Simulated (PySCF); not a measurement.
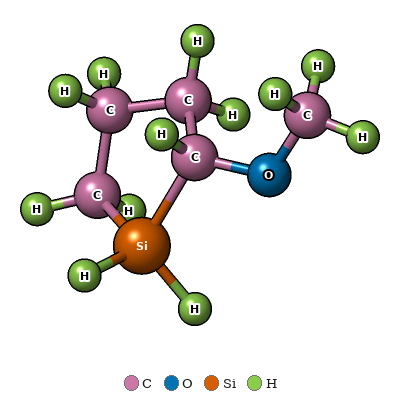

The molecule: C₅H₁₂OSi, SMILES CO[C@H]1CCC[SiH2]1.

Simulated rotational absorption lines between 18 and 26 GHz at 5 K: rigid rotor with the equilibrium constants and dipole of one optimised conformer (PBE0-D3(BJ)/def2-SVP, PySCF 2.14.0), commonest isotopes; no centrifugal distortion, hyperfine structure, internal rotation or nuclear-spin weights; lines within 1 MHz of each other are summed. Lines of different type are drawn apart.

What are the rotational constants, and what kind of rotor is it?

Rotational constants A, B, C = 3.795, 1.536, 1.177 GHz; Ray's κ = −0.73, an asymmetric top on the prolate side.

Which dipole components drive the lines?

|μa|, |μb|, |μc| = 0.09, 1.52, 0.55 D; b-type lines carry 92 % of the intensity in this range.

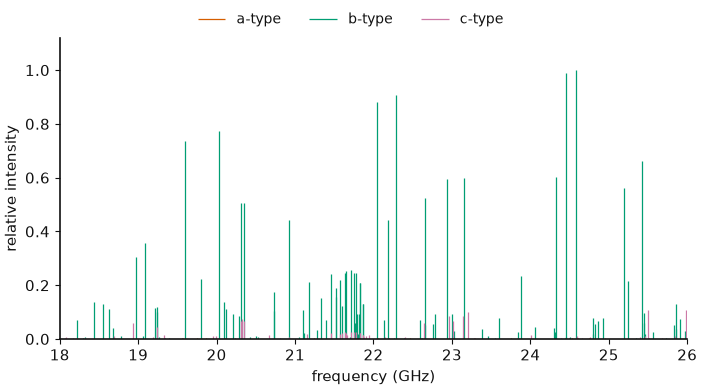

Caveats: coarse grid, loose stop and no frequency check, small forces are noise and the end may be a saddle.
